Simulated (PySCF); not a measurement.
```xyz
2

K     0.0000    0.0000   -3.1745
Tl    0.0000    0.0000    0.6035
```

Core potentials replace the inner electrons of Tl.

Computed with PBE0/def2-SVPD, non-relativistic Hamiltonian with scalar-relativistic core potentials where named, at a bond length of 3.778 Å (PySCF).

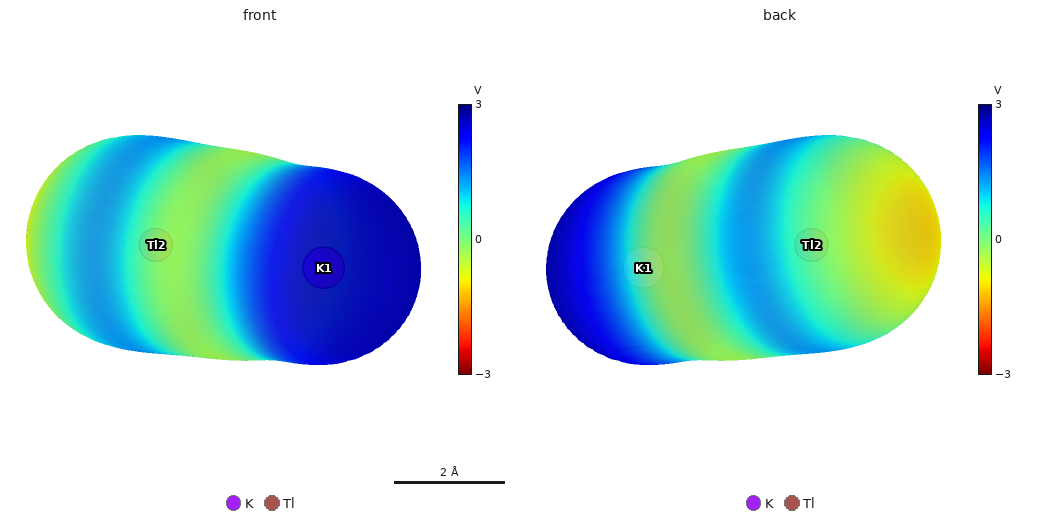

KTl. The electrostatic potential painted on the density surface at 0.002 e/bohr³, seen from the front and from behind; red is negative and blue positive.

Which sites attract a positive test charge, and which a negative one?

Answer. A positive charge is drawn to the negative regions and a negative charge to the positive ones. The most negative region (about −1.1 V) lies over Tl2, the most positive (about +2.7 V) over K1.
